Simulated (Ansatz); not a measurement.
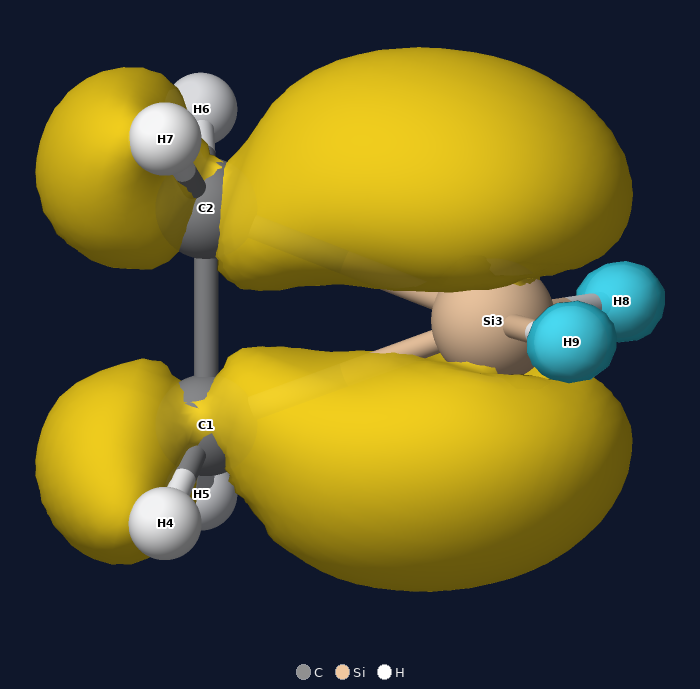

Figure 1: C2H6Si (charge +1, doublet). Isosurfaces of the spin density at +0.02 (yellow) and −0.02 e/Å³ (cyan), seen at a tilt.

Geometry: B3LYP-D3(BJ)/def2-SVP.

The calculation used isolated molecule in a Gaussian basis; Kohn-Sham density functional theory, functional PBE0 in Ansatz.

```xyz
9

C    -0.2036   -2.2759   -2.1240
C    -0.6502   -0.9212   -2.0492
Si    1.3703   -1.0132   -1.9601
H    -0.2229   -2.9139   -1.2307
H    -0.1348   -2.7816   -3.0960
H    -0.9265   -0.3795   -2.9633
H    -1.0149   -0.5118   -1.0980
H     2.0746   -0.7118   -3.2154
H     1.9514   -0.8959   -0.6142
```

Where is the unpaired spin?

The unpaired spin (1 electron) lies mostly on Si3 (about 0.5), C1 (about 0.2) and C2 (about 0.2), in electrons by Hirshfeld's partition.
